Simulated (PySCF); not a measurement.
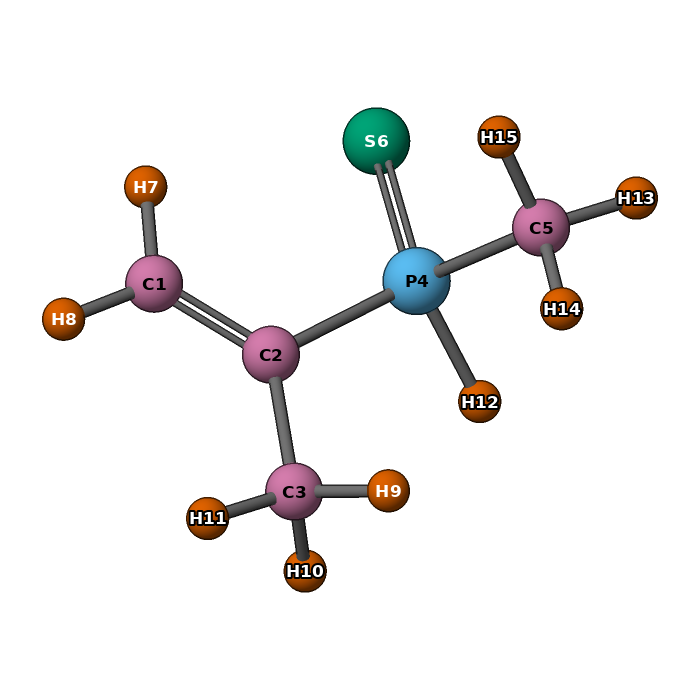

The questions are on isotropic NMR shieldings of the C atoms. The computed structure is the end point of a GFN2-xTB optimisation. No frequency run is at hand to confirm it as a minimum. Properties computed with GIAO PBE0/pcSseg-1 NMR shielding, non-relativistic, gas phase (PySCF 2.14.0).

List the isotropic NMR shieldings of the C atoms.

```
atom  σ (ppm)
  C1     48.3
  C2     38.0
  C3    165.1
  C5    164.0
```

The geometry is semi-empirical. Around P such bond lengths and angles can be off by a tenth of an ångström or more and by several degrees, and values that hang on the shape move with them.
